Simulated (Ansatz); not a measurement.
**C₃H₆AlCl₂N: basis-set convergence**

Aim: see how fast density functionals converge with the basis set for C₃H₆AlCl₂N.

Method: one geometry, several basis sets; program: Ansatz 0.2.0, Gaussian basis.

The runs, in order: PBE0-D4/def2-SVP; ωB97M-V/def2-SVP; PBE0-D4/def2-QZVPP; ωB97M-V/def2-QZVPP; the functionals' def2-TZVPP values are taken from earlier runs.

### Step 1. The geometry

All runs share one geometry, relaxed beforehand with PBE0-D4 in a triple-zeta def2 set.

SMILES `CC#[N+][Al-]([CH3])([Cl])[Cl]`, 13 atoms, charge 0, spin multiplicity 1.

Atoms are counted from 1 here; the program's logs count them from 0.

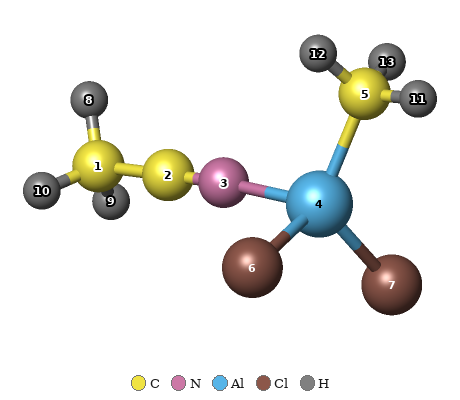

The structure; carbon yellow, nitrogen pink, aluminium blue, chlorine brown, hydrogen grey; atoms are numbered from 1 in the order of the file.

### Step 2. PBE0-D4 in def2-SVP

The input, in.yaml:

```yaml
crystal:
  periodic: [false, false, false]
  atoms:
    - {symbol: C, position_ang: [1.238420, -0.124107, 2.712376]}
    - {symbol: C, position_ang: [0.673083, 0.120532, 1.410834]}
    - {symbol: N, position_ang: [0.226535, 0.323874, 0.379437]}
    - {symbol: Al, position_ang: [-0.529098, 0.806861, -1.412852]}
    - {symbol: C, position_ang: [-1.137422, -0.874759, -2.169581]}
    - {symbol: Cl, position_ang: [-2.007164, 2.202572, -0.772740]}
    - {symbol: Cl, position_ang: [1.205807, 1.709429, -2.260149]}
    - {symbol: H, position_ang: [1.197992, -1.191063, 2.936848]}
    - {symbol: H, position_ang: [2.277007, 0.210653, 2.725320]}
    - {symbol: H, position_ang: [0.670621, 0.426968, 3.463913]}
    - {symbol: H, position_ang: [-1.568275, -0.716572, -3.162608]}
    - {symbol: H, position_ang: [-1.911082, -1.340661, -1.552115]}
    - {symbol: H, position_ang: [-0.316025, -1.588327, -2.283783]}
basis:
  gaussian: {orbitals: def2-SVP}
hamiltonian: {xc: pbe0, dispersion: d4}
output: {orbitals: {seedname: orbitals}}
```

Command:

```bash
$ ansatz run in.yaml --threads 4 --pin off --events-out ev --progress --plain --max-ram 11315MiB
```

What it wrote:

```text
Functional definition: PBE0
  name "PBE0"
  cite "Adamo & Barone, J. Chem. Phys. 110, 6158 (1999) doi:10.1063/1.478522"
  cite "Perdew, Burke & Ernzerhof, Phys. Rev. Lett. 77, 3865 (1996) doi:10.1103/PhysRevLett.77.3865"
  parent pbe
  parameter a = 0.25
  parameter kappa = 0.804
  parameter beta = 0.06672455060314922
  exchange = (1 - a)*pbe_x(kappa = kappa, mu = beta*pi^2/3) + a*exact_x
  correlation = pbe_c(beta = beta)
1367 factors; integrals over basis functions are off by at most 1.3e-3 eV
mean field evaluation 1: about -36306.8519 eV, gradient 6.0e1 eV
mean field evaluation 2: about -36302.1403 eV, gradient 7.4e1 eV
mean field evaluation 4: about -36315.1064 eV, gradient 3.7e0 eV
mean field evaluation 8: about -36315.4297 eV, gradient 6.1e-1 eV
mean field evaluation 16: about -36315.4306 eV, gradient 7.6e-5 eV
mean field -36315.43063811 eV, -1334.5674604677 hartree, gradient 1.7e-5 eV, S^2 0.000000; 0 other end points of the search recorded, 0 dependent functions left out
reference -36315.43067167 eV, -1334.5674617008 hartree; 39, 39 occupied and 101, 101 virtual orbitals, 1367 factors
Total energy: -36315.72033694 eV, -1334.5781067032 hartree
```

Run time: 3.4 s. Hardware: 4 threads of Arm Neoverse V2, shared host; peak memory 0.38 GiB.

### Step 3. ωB97M-V in def2-SVP

in.yaml, as its differences from that of step 2:

```diff
@@ -18,3 +18,3 @@
   gaussian: {orbitals: def2-SVP}
-hamiltonian: {xc: pbe0, dispersion: d4}
+hamiltonian: {xc: {name: wB97M-V}}
 output: {orbitals: {seedname: orbitals}}
```

Launched as before.

What it wrote (excerpt; [...] marks lines left out):

```text
Functional definition: wB97M-V
  name "wB97M-V"
  cite "Mardirossian & Head-Gordon, J. Chem. Phys. 144, 214110 (2016) doi:10.1063/1.4952647"
  cite "Becke, J. Chem. Phys. 107, 8554 (1997) doi:10.1063/1.475007"
  cite "Vydrov & Van Voorhis, J. Chem. Phys. 133, 244103 (2010) doi:10.1063/1.3521275"
  # Of w^i u^j: cxij and so on, Table III.
[...]
  gx(w, u) = 1 - cx + cx01*u + cx10*w
  gss(w, u) = css00 + css04*u^4 + css10*w + css20*w^2 + css43*w^4*u^3
  gos(w, u) = cos00 + cos10*w + (cos20 + cos21*u)*w^2 + (cos60 + cos61*u)*w^6
[...]
      + integral(e_c_pw_mod_opposite_spin*gos(b97_w_opposite, b97_u_opposite)) + vv10(b, c)
1367 factors; integrals over basis functions are off by at most 1.3e-3 eV
366 factors; integrals over basis functions are off by at most 9.4e-6 eV
[...]
mean field -36328.80470117 eV, -1335.0589482198 hartree, gradient 3.1e-5 eV, S^2 0.000000; 0 other end points of the search recorded, 0 dependent functions left out
reference -36328.80475386 eV, -1335.0589501562 hartree; 39, 39 occupied and 101, 101 virtual orbitals, 1367 factors
Total energy: -36328.80475386 eV, -1335.0589501562 hartree
```

Run time: 7 s. Hardware: 4 threads of Arm Neoverse V2, shared host; peak memory 0.56 GiB.

### Step 4. PBE0-D4 in def2-QZVPP

in.yaml, as its differences from that of step 3:

```diff
@@ -17,4 +17,4 @@
 basis:
-  gaussian: {orbitals: def2-SVP}
-hamiltonian: {xc: {name: wB97M-V}}
+  gaussian: {orbitals: "def2-QZVPP.json"}
+hamiltonian: {xc: pbe0, dispersion: d4}
 output: {orbitals: {seedname: orbitals}}
```

Same command.

What it wrote:

```text
Functional definition: PBE0
  name "PBE0"
  cite "Adamo & Barone, J. Chem. Phys. 110, 6158 (1999) doi:10.1063/1.478522"
  cite "Perdew, Burke & Ernzerhof, Phys. Rev. Lett. 77, 3865 (1996) doi:10.1103/PhysRevLett.77.3865"
  parent pbe
  parameter a = 0.25
  parameter kappa = 0.804
  parameter beta = 0.06672455060314922
  exchange = (1 - a)*pbe_x(kappa = kappa, mu = beta*pi^2/3) + a*exact_x
  correlation = pbe_c(beta = beta)
2201 factors; their error is unknown
mean field evaluation 1: about -36320.7496 eV, gradient 7.6e1 eV
mean field evaluation 2: about -36314.1055 eV, gradient 8.9e1 eV
mean field evaluation 4: about -36332.6732 eV, gradient 6.3e0 eV
mean field evaluation 8: about -36332.7531 eV, gradient 3.1e-1 eV
mean field evaluation 16: about -36332.7873 eV, gradient 2.2e-4 eV
mean field -36332.78727210 eV, -1335.2053050019 hartree, gradient 8.4e-5 eV, S^2 0.000000; 0 other end points of the search recorded, 0 dependent functions left out
reference -36332.78731986 eV, -1335.2053067571 hartree; 39, 39 occupied and 579, 579 virtual orbitals, 2201 factors
Total energy: -36333.07698513 eV, -1335.2159517595 hartree
```

Run time: 21 s. Hardware: 4 threads of Arm Neoverse V2, shared host; peak memory 3 GiB.

### Step 5. ωB97M-V in def2-QZVPP

in.yaml, as its differences from that of step 4:

```diff
@@ -18,3 +18,3 @@
   gaussian: {orbitals: "def2-QZVPP.json"}
-hamiltonian: {xc: pbe0, dispersion: d4}
+hamiltonian: {xc: {name: wB97M-V}}
 output: {orbitals: {seedname: orbitals}}
```

The command is unchanged.

What it wrote (excerpt; [...] marks lines left out):

```text
Functional definition: wB97M-V
  name "wB97M-V"
  cite "Mardirossian & Head-Gordon, J. Chem. Phys. 144, 214110 (2016) doi:10.1063/1.4952647"
  cite "Becke, J. Chem. Phys. 107, 8554 (1997) doi:10.1063/1.475007"
  cite "Vydrov & Van Voorhis, J. Chem. Phys. 133, 244103 (2010) doi:10.1063/1.3521275"
  # Of w^i u^j: cxij and so on, Table III.
[...]
  gx(w, u) = 1 - cx + cx01*u + cx10*w
  gss(w, u) = css00 + css04*u^4 + css10*w + css20*w^2 + css43*w^4*u^3
  gos(w, u) = cos00 + cos10*w + (cos20 + cos21*u)*w^2 + (cos60 + cos61*u)*w^6
[...]
      + integral(e_c_pw_mod_opposite_spin*gos(b97_w_opposite, b97_u_opposite)) + vv10(b, c)
2126 factors; their error is unknown
480 factors; integrals over basis functions are off by at most 1.6e-5 eV
[...]
mean field -36346.24288618 eV, -1335.6997896990 hartree, gradient 4.6e-5 eV, S^2 0.000000; 0 other end points of the search recorded, 0 dependent functions left out
reference -36346.24296452 eV, -1335.6997925777 hartree; 39, 39 occupied and 579, 579 virtual orbitals, 2126 factors
Total energy: -36346.24296452 eV, -1335.6997925777 hartree
```

Run time: 32 s. Hardware: 4 threads of Arm Neoverse V2, shared host; peak memory 3.6 GiB.

### Step 6. Functionals by basis

The def2-TZVPP values come from earlier runs at the same geometry.

```csv
functional,basis,functions,energy (eV),from the largest (eV),HOMO (eV),LUMO (eV)
PBE0-D4,def2-SVP,140,-36315.7203,17.357,-7.47,-1.13
PBE0-D4,def2-TZVPP,334,-36331.8719,1.205,-7.61,-1.19
PBE0-D4,def2-QZVPP,618,-36333.0770,0.000,-7.65,-1.23
ωB97M-V,def2-SVP,140,-36328.8048,17.438,-9.65,1.13
ωB97M-V,def2-TZVPP,334,-36345.0949,1.148,-9.83,1.02
ωB97M-V,def2-QZVPP,618,-36346.2430,0.000,-9.87,0.46
```

### Step 7. Results

```
                                       quantity           value
PBE0-D4: double and triple zeta above quadruple  17.36, 1.21 eV
ωB97M-V: double and triple zeta above quadruple  17.44, 1.15 eV
```

What this shows: PBE0-D4 gains 16.15 eV from double to triple zeta, then 1.21 eV more. These are total energies; as a rule much of such shifts cancels in differences, which this series doesn't test. The LUMO of ωB97M-V is positive and keeps falling with the basis (1.13 to 0.46 eV): an unbound level that the basis holds in place.

For PBE0-D4 the largest set took about 6 times as long as the smallest (21 s against 3.4 s).
